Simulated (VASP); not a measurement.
Band structure of GaAs (relaxed from the rock salt structure, space group Fm-3m). Level of theory: PBEsol GGA, VASP's PBE PAW potentials (set 64) (plane waves; VASP 6.6.1).

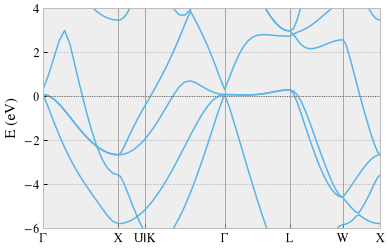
Bands along high-symmetry lines, zero at the valence-band maximum or, without a gap, the Fermi level

Q: Read the plot: is there a gap, and where are the band edges?

A: It has no gap at this level: it comes out as a metal or semimetal. (Edges off the drawn lines would not show.)

The structure was generated: GaAs was put into the rock salt type (Fm-3m), which need not be its known phase. It was relaxed first, which changed the volume by +6 %.
